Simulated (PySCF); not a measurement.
# One shape, several levels: C2H5F2Ge− (SMILES C[C](F)(F)[GeH2-])

Aim: a comparison of 4 runs (SVWN5/cc-pVDZ, r2SCAN/pcseg-1, PBE0/def2-SVP, CCSD/pcseg-1) of C2H5F2Ge−. Input form: a Python script.

Program for the calculation: PySCF 2.14.0.

## 1. The molecule

C2H5F2Ge− has 10 atoms, charge -1, and is taken as a singlet. SMILES: `C[C](F)(F)[GeH2-]`. The shape comes from GFN2-xTB, which is rough for such elements, and wasn't checked as a minimum. This is one conformer, not always the lowest.

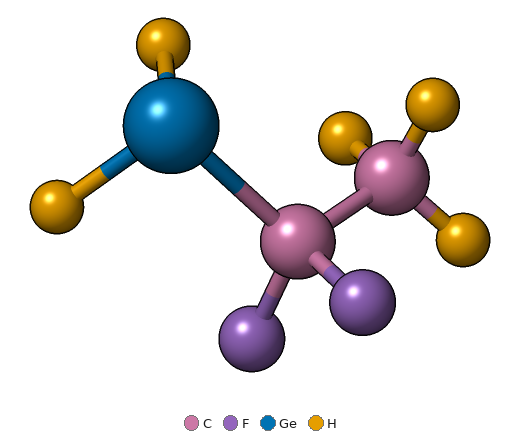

Viewed from a chosen angle; carbon pink, fluorine purple, germanium blue, hydrogen amber.

## 2. Energy and gradient at SVWN5/cc-pVDZ (run 1)

Input file calc.py:

```python
import pyscf.grad
from pyscf import gto, dft

mol = gto.M(
    atom=[
    ('C', (-0.852190, -0.814780, 0.332100)),
    ('C', (-0.054230, 0.054280, -0.614880)),
    ('F', (-0.944440, 0.464160, -1.634960)),
    ('F', (0.815570, -0.773210, -1.316710)),
    ('Ge', (0.756770, 1.786030, 0.250860)),
    ('H', (-1.581000, -0.190310, 0.844200)),
    ('H', (-0.168250, -1.230270, 1.066000)),
    ('H', (-1.370100, -1.625600, -0.190080)),
    ('H', (1.154280, 0.890010, 1.604000)),
    ('H', (2.243590, 1.439700, -0.340540)),
],
    basis='cc-pvdz',
    max_memory=1860,
    spin=0,
    charge=-1,
    verbose=4,
)

calc0 = dft.RKS(mol, xc='svwn')
calc0.grids.level = 5
calc0.conv_tol = 1e-10
calc0.kernel()
if not calc0.converged:
    calc0 = calc0.newton().run(calc0.mo_coeff, calc0.mo_occ)

etot = calc0.e_tot
print('Final energy', etot)
grad = calc0.Gradients().kernel()
dip = calc0.dip_moment()
pop, q = calc0.mulliken_pop()
```

On the command line:

```
$ OMP_NUM_THREADS=1 python calc.py
```

What it wrote:

```text
PySCF version 2.14.0

[... 84 lines left out ...]
converged SCF energy = -2350.73545249444
Final energy -2350.73545249444
[... 13 lines left out ...]
WARN: System has nonzero charge -1; the dipole moment is origin-dependent.
[... 2 lines left out ...]
Dipole moment(X, Y, Z, Debye): -3.24463, -5.87505,  0.86670
[... 119 lines left out ...]
charge of    9H =     -0.14104
```

It took 35 s on 1 thread of Intel Xeon at 2.70GHz, shared host; peak memory 0.62 GiB.

## 3. Energy and gradient at r2SCAN/pcseg-1 (run 2)

Input file job.py:

```python
# C[C](F)(F)[GeH2-]
import pyscf.grad
from pyscf import gto, dft

mol = gto.Mole()
mol.atom = '''
C   -0.852190  -0.814780   0.332100
C   -0.054230   0.054280  -0.614880
F   -0.944440   0.464160  -1.634960
F    0.815570  -0.773210  -1.316710
Ge   0.756770   1.786030   0.250860
H   -1.581000  -0.190310   0.844200
H   -0.168250  -1.230270   1.066000
H   -1.370100  -1.625600  -0.190080
H    1.154280   0.890010   1.604000
H    2.243590   1.439700  -0.340540
'''
mol.charge = -1
mol.verbose = 4
mol.basis = 'pcseg-1'
mol.max_memory = 1860
mol.build()

myscf = dft.RKS(mol, xc='r2scan')
myscf.conv_tol = 1e-10
myscf.grids.level = 5
myscf.kernel()
if not myscf.converged:
    myscf = myscf.newton().run(myscf.mo_coeff, myscf.mo_occ)

etot = myscf.e_tot
print(f'total energy: {etot:.8f} hartree')
grad = myscf.Gradients().kernel()
dip = myscf.dip_moment()
pop, q = myscf.mulliken_pop()
```

On the command line:

```
$ OMP_NUM_THREADS=1 python job.py
```

What it wrote:

```text
PySCF version 2.14.0

[... 83 lines left out ...]
converged SCF energy = -2355.48346368602
total energy: -2355.48346369 hartree
[... 13 lines left out ...]
WARN: System has nonzero charge -1; the dipole moment is origin-dependent.
[... 2 lines left out ...]
Dipole moment(X, Y, Z, Debye): -3.34686, -5.72320,  1.19832
[... 119 lines left out ...]
charge of    9H =     -0.13979
```

Wall time 90 s (1 thread of Intel Xeon at 2.70GHz, shared host); peak memory 1.1 GiB.

## 4. Energy and forces at PBE0/def2-SVP (run 3)

Input file input.py:

```python
import pyscf.grad
from pyscf import gto, dft

mol = gto.Mole()
mol.atom = '''
C   -0.852190  -0.814780   0.332100
C   -0.054230   0.054280  -0.614880
F   -0.944440   0.464160  -1.634960
F    0.815570  -0.773210  -1.316710
Ge   0.756770   1.786030   0.250860
H   -1.581000  -0.190310   0.844200
H   -0.168250  -1.230270   1.066000
H   -1.370100  -1.625600  -0.190080
H    1.154280   0.890010   1.604000
H    2.243590   1.439700  -0.340540
'''
mol.max_memory = 1860
mol.basis = 'def2-svp'
mol.spin = 0
mol.charge = -1
mol.verbose = 4
mol.build()

mf = dft.RKS(mol)
mf.xc = 'pbe0'
mf.conv_tol = 1e-10
mf.grids.level = 5
mf.kernel()
if not mf.converged:
    mf = mf.newton().run(mf.mo_coeff, mf.mo_occ)

e_tot = mf.e_tot
print('E = %.10f Eh' % e_tot)
grad = mf.Gradients().kernel()
mf.analyze()
```

On the command line:

```
$ OMP_NUM_THREADS=1 python input.py
```

What it wrote:

```text
PySCF version 2.14.0

[... 102 lines left out ...]
MO #1   energy= -398.804968166926  occ= 2
[... 13 lines left out ...]
MO #15  energy= -0.991459552654558 occ= 2
[... 13 lines left out ...]
MO #29  energy= -0.230982388496757 occ= 2
[... 13 lines left out ...]
MO #43  energy= 0.406035649016565  occ= 0
[... 13 lines left out ...]
MO #57  energy= 0.83481839561269   occ= 0
[... 13 lines left out ...]
MO #71  energy= 1.58624462510857   occ= 0
[... 13 lines left out ...]
MO #85  energy= 2.06070739851272   occ= 0
[... 13 lines left out ...]
MO #99  energy= 2.84859435683891   occ= 0
[... 13 lines left out ...]
MO #113 energy= 4.05407570031995   occ= 0
[... 127 lines left out ...]
WARN: System has nonzero charge -1; the dipole moment is origin-dependent.
Location of origin: [0. 0. 0.]

Dipole moment(X, Y, Z, Debye): -3.29562, -5.83512,  1.12151
```

Run time: 53 s. Hardware: 1 thread of Intel Xeon at 2.70GHz, shared host; peak memory 1.2 GiB.

## 5. The energy at CCSD/pcseg-1 (run 4)

Input file run.py:

```python
# C[C](F)(F)[GeH2-]
from pyscf import gto, cc

mol = gto.Mole()
mol.atom = [
    ('C', (-0.852190, -0.814780, 0.332100)),
    ('C', (-0.054230, 0.054280, -0.614880)),
    ('F', (-0.944440, 0.464160, -1.634960)),
    ('F', (0.815570, -0.773210, -1.316710)),
    ('Ge', (0.756770, 1.786030, 0.250860)),
    ('H', (-1.581000, -0.190310, 0.844200)),
    ('H', (-0.168250, -1.230270, 1.066000)),
    ('H', (-1.370100, -1.625600, -0.190080)),
    ('H', (1.154280, 0.890010, 1.604000)),
    ('H', (2.243590, 1.439700, -0.340540)),
]
mol.basis = 'pcseg-1'
mol.spin = 0
mol.charge = -1
mol.verbose = 4
mol.max_memory = 1860
mol.build()

myscf = mol.RHF()
myscf.conv_tol = 1e-10
myscf.kernel()
if not myscf.converged:
    myscf = myscf.newton().run(myscf.mo_coeff, myscf.mo_occ)

mycc = cc.CCSD(myscf, frozen=13)
mycc.kernel()
energy = mycc.e_tot
print('Final energy', energy)
myscf.analyze()
```

On the command line:

```
$ OMP_NUM_THREADS=1 python run.py
```

What it wrote:

```text
PySCF version 2.14.0

[... 98 lines left out ...]
Nuclear Repulsion Energy =             353.652053628382021
[... 15 lines left out ...]
MO #10  energy= -6.94115470885696  occ= 2
[... 13 lines left out ...]
MO #24  energy= -0.554365817262525 occ= 2
[... 13 lines left out ...]
MO #38  energy= 0.371511137520816  occ= 0
[... 13 lines left out ...]
MO #52  energy= 0.822073638369068  occ= 0
[... 13 lines left out ...]
MO #66  energy= 1.50977490186318   occ= 0
[... 13 lines left out ...]
MO #80  energy= 2.36003792344434   occ= 0
[... 13 lines left out ...]
MO #94  energy= 2.98696733576892   occ= 0
[... 13 lines left out ...]
MO #108 energy= 3.91553421453448   occ= 0
[... 122 lines left out ...]
WARN: System has nonzero charge -1; the dipole moment is origin-dependent.
Location of origin: [0. 0. 0.]

Dipole moment(X, Y, Z, Debye): -3.37367, -5.58944,  1.64391
```

Run time: 48 s. Hardware: 1 thread of Intel Xeon at 2.70GHz, shared host; peak memory 0.9 GiB.

## 6. Overview of the runs

```csv
run,level,task,integration grid,energy (Eh),HOMO energy (eV),LUMO energy (eV),HOMO–LUMO gap (eV),wall time
1,SVWN5/cc-pVDZ,gradient,5,-2350.735452,0.51,4.92,4.41,35 s
2,r2SCAN/pcseg-1,gradient,5,-2355.483464,0.12,5.08,4.96,90 s
3,PBE0/def2-SVP,gradient,5,-2354.894362,-0.48,5.83,6.31,53 s
4,CCSD/pcseg-1,energy,–,-2353.317978,-2.98,8.35,11.33,48 s
```

## 7. What came out

```
                                                    quantity           value
                                         run 4: total energy  -2353.31798 Eh
                  run 4: HOMO energy (Hartree–Fock orbitals)        -2.98 eV
                  run 4: LUMO energy (Hartree–Fock orbitals)         8.35 eV
run 4: HOMO–LUMO gap (to an unbound level, set by the basis)        11.33 eV
         run 4: correlation energy (13 core orbitals frozen)      -803.2 mEh
                                        run 4: T1 diagnostic           0.012
```

In words: Over runs 1, 2, 3 the HOMO–LUMO gap runs from 4.41 eV (SVWN5/cc-pVDZ) to 6.31 eV (PBE0/def2-SVP). The two ends differ in method and basis. The empty levels of an anion lie above zero and hang on the basis. Totals of different functionals can't be ranked against each other. In runs 1, 2 the HOMO lies above zero, so the outermost electron may be held by the basis alone. All runs together took 3.8 min, the longest 90 s.
